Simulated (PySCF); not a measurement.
System: C3H3ClO2S (SMILES C#CCS(=O)(=O)Cl).

```yaml
atoms:
  - { symbol: C, position_ang: [1.9273, 1.1586, -0.2387] }
  - { symbol: C, position_ang: [1.1697, 0.2480, -0.4102] }
  - { symbol: C, position_ang: [0.2153, -0.7993, -0.5855] }
  - { symbol: S, position_ang: [-1.2916, -0.2558, 0.2751] }
  - { symbol: O, position_ang: [-1.0028, 0.0968, 1.6240] }
  - { symbol: O, position_ang: [-2.3548, -1.1691, 0.0082] }
  - { symbol: Cl, position_ang: [-1.7058, 1.4663, -0.7261] }
  - { symbol: H, position_ang: [2.6037, 1.9474, -0.0942] }
  - { symbol: H, position_ang: [0.5117, -1.7290, -0.1051] }
  - { symbol: H, position_ang: [-0.0638, -0.9594, -1.6230] }
```

Geometry: GFN2-xTB.

Level of theory: PBE0/pcSseg-1, SCF density, gas phase, non-relativistic (PySCF).

What can the converged electron density and electron localisation function tell about the bonding?

Answer. C–C (1.20 Å): ρ at the midpoint is about 2.7 e/Å³; the ELF peaks at about 0.85 between the atoms; a multiple bond.
S–O (1.43 Å): ρ is about 2.3 e/Å³ halfway; the ELF peaks at about 0.80 between the atoms, as expected for a short, strongly polar bond.
C–S (1.82 Å): ρ at the midpoint is about 1.4 e/Å³; the ELF peaks at about 0.95 between the atoms (localised, covalent bonding).
C–H (1.05 Å): ρ is about 2.2 e/Å³ halfway; the ELF climbs to about 1 towards the hydrogen, as it does in any bond to H: a covalent bond by its length.

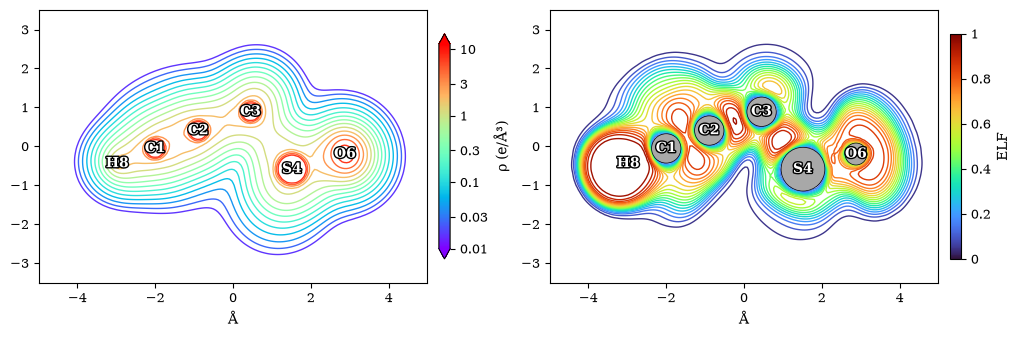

Computed electron density and electron localisation function on the plane of atoms C2, C3 and S4, in this order. Grey discs cover the atomic cores in the ELF map. 
